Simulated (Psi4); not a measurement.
**CoCl2 (SMILES [Cl][Co][Cl]): U-r2SCAN/def2-SVPD (sweep point 2)**

Aim: the vertical quartet–doublet gap of CoCl2 at U-r2SCAN/def2-SVPD (sweep point 2), from 2 runs. 

Program for the calculation: Psi4 1.11.

1 further run of the same task is left out (it didn't finish).

## 1. Starting point

CoCl2 has 3 atoms, charge 0, and is taken as a quartet. SMILES: `[Cl][Co][Cl]`. The shape comes from GFN2-xTB, which is rough for such elements, and wasn't checked as a minimum.

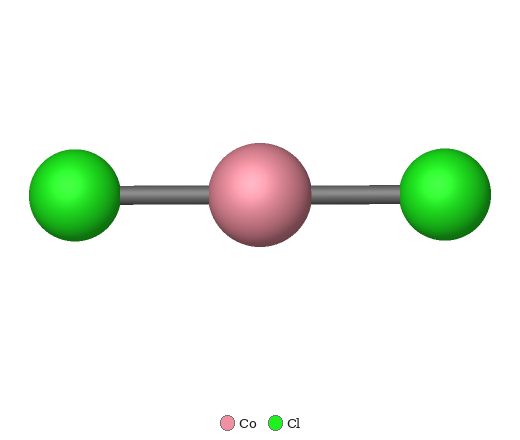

Viewed from a chosen angle; cobalt pink, chlorine green.

## 2. The energy at U-r2SCAN/def2-SVPD (sweep point 2)

job.dat

```
memory 1600 MB

molecule {
  0 4
  Co     0.00032125     0.00018897     0.00043464
  Cl    -0.02828920    -0.03541347     3.67961802
  Cl     0.02794905     0.03522449    -3.68007155
  units bohr
  symmetry c1
}

set basis def2-SVPD
set reference uks
set puream true
set scf_type pk
set dft_radial_points 99
set dft_spherical_points 590
set maxiter 150

energy_value, wavefunction = energy("r2scan", return_wfn=True)
```

The run is started by

```bash
$ psi4 -i job.dat -o job.out -n 1
```

job.out:

```text
[...]
  Running in c1 symmetry.
[...]
  Nuclear repulsion =  288.713282683291482
[...]
  Multiplicity = 4
[...]
  Nalpha       = 32
  Nbeta        = 29
[...]
    Number of basis functions: 88
[...]
   @UKS iter   1: -2296.56559040108277    5.42185e+00   3.92055e-02 DIIS/ADIIS
[...]
   @UKS iter  26: -2302.73823163324778   -4.32906e-08   5.97666e-07 DIIS
[...]
   @S^2 Observed:                3.759545307E+00
[...]
    Orbital Energies [Eh]
    ---------------------
    Alpha Occupied:
       1A   -277.132702     2A   -101.194843     3A   -101.194724
       4A    -32.833669     5A    -28.456394     6A    -28.456390
       7A    -28.451709     8A     -9.393507     9A     -9.393410
      10A     -7.138747    11A     -7.138654    12A     -7.137977
      13A     -7.137977    14A     -7.137882    15A     -7.137882
      16A     -3.859367    17A     -2.533965    18A     -2.530514
      19A     -2.530504    20A     -0.812485    21A     -0.793685
      22A     -0.448367    23A     -0.425973    24A     -0.425971
      25A     -0.392203    26A     -0.354522    27A     -0.342077
      28A     -0.339796    29A     -0.339795    30A     -0.296183
      31A     -0.293284    32A     -0.293282
[...]
  @UKS Final Energy: -2302.73823163324778
   => Energetics <=
    Nuclear Repulsion Energy =            288.7132826832914816
    One-Electron Energy =               -3759.6517706721547256
    Two-Electron Energy =                1284.0225683635590030
    DFT Exchange-Correlation Energy =    -115.8223120079435802
    Empirical Dispersion Energy =           0.0000000000000000
    VV10 Nonlocal Energy =                  0.0000000000000000
    Total Energy =                      -2302.7382316332477785
[...]
 Multipole Moments:
 ------------------------------------------------------------------------------------
     Multipole            Electronic (a.u.)      Nuclear  (a.u.)        Total (a.u.)
 ------------------------------------------------------------------------------------
 L = 1.  Multiply by 2.5417464519 to convert [e a0] to [Debye]
 Dipole X            :         -0.0007547            0.0005080           -0.0002467
 Dipole Y            :          0.0017560           -0.0005923            0.0011637
 Dipole Z            :         -0.0000011            0.0000000           -0.0000011
 Magnitude           :                                                    0.0011896
[...]
```

Wall time 44 s (1 thread of Intel Xeon Platinum 8375C at 2.90GHz (Ice Lake), shared host); peak memory 0.75 GiB.

## 3. The doublet, same level

input.dat

```
memory 1600 MB

molecule {
  0 2
  Co     0.00032125     0.00018897     0.00043464
  Cl    -0.02828920    -0.03541347     3.67961802
  Cl     0.02794905     0.03522449    -3.68007155
  units bohr
  symmetry c1
}

set reference uks
set puream true
set scf_type pk
set dft_radial_points 99
set dft_spherical_points 590
set maxiter 150

energy_value = energy('r2scan/def2-SVPD')
```

The run is started by

```bash
$ psi4 -i input.dat -o output.dat -n 1
```

output.dat:

```text
[...]
  Running in c1 symmetry.
[...]
  Nuclear repulsion =  288.713282683291482
[...]
  Multiplicity = 2
[...]
  Nalpha       = 31
  Nbeta        = 30
[...]
    Number of basis functions: 88
[...]
   @UKS iter   1: -2296.48380442183998    5.50363e+00   3.93094e-02 DIIS/ADIIS
[...]
   @UKS iter  48: -2302.70741694026083   -5.45078e-08   2.68773e-07 DIIS
[...]
   @S^2 Observed:                1.754432857E+00
[...]
    Orbital Energies [Eh]
    ---------------------
    Alpha Occupied:
       1A   -277.106667     2A   -101.195258     3A   -101.195144
       4A    -32.787029     5A    -28.415755     6A    -28.412202
       7A    -28.411220     8A     -9.394429     9A     -9.394341
      10A     -7.139441    11A     -7.139356    12A     -7.138103
      13A     -7.138017    14A     -7.137486    15A     -7.137402
      16A     -3.792171    17A     -2.467521    18A     -2.467237
      19A     -2.464689    20A     -0.804862    21A     -0.785932
      22A     -0.439459    23A     -0.396516    24A     -0.363843
      25A     -0.350033    26A     -0.344698    27A     -0.333976
      28A     -0.328740    29A     -0.296444    30A     -0.274040
      31A     -0.270138
[...]
  @UKS Final Energy: -2302.70741694026083
   => Energetics <=
    Nuclear Repulsion Energy =            288.7132826832914816
    One-Electron Energy =               -3760.2615436163605409
    Two-Electron Energy =                1284.6480801386310304
    DFT Exchange-Correlation Energy =    -115.8072361458223725
    Empirical Dispersion Energy =           0.0000000000000000
    VV10 Nonlocal Energy =                  0.0000000000000000
    Total Energy =                      -2302.7074169402608277
[...]
 Multipole Moments:
 ------------------------------------------------------------------------------------
     Multipole            Electronic (a.u.)      Nuclear  (a.u.)        Total (a.u.)
 ------------------------------------------------------------------------------------
 L = 1.  Multiply by 2.5417464519 to convert [e a0] to [Debye]
 Dipole X            :         -0.0007893            0.0005080           -0.0002813
 Dipole Y            :          0.0017282           -0.0005923            0.0011358
 Dipole Z            :          0.0000067            0.0000000            0.0000067
 Magnitude           :                                                    0.0011702
[...]
```

Run time: 83 s. Hardware: 1 thread of Intel Xeon Platinum 8375C at 2.90GHz (Ice Lake), shared host; peak memory 0.75 GiB.

## 4. Results

Level: U-r2SCAN/def2-SVPD (sweep point 2).

```
                                        quantity           value
                           quartet: total energy  -2302.73823 Eh
                          quartet: dipole moment          0.00 D
     quartet: HOMO energy (highest over α and β)        -6.97 eV
      quartet: LUMO energy (lowest over α and β)        -5.26 eV
                                   quartet: ⟨S²⟩           3.760
                           doublet: total energy  -2302.70742 Eh
                          doublet: dipole moment          0.00 D
     doublet: HOMO energy (highest over α and β)        -6.96 eV
      doublet: LUMO energy (lowest over α and β)        -6.21 eV
                                   doublet: ⟨S²⟩           1.754
vertical energy of the doublet above the quartet        0.839 eV
```

In words: At this shape the doublet lies 0.84 eV (80.9 kJ/mol) above the quartet. ⟨S²⟩ (doublet) is 1.75 where a pure doublet has 0.75: the reference is spin-contaminated.
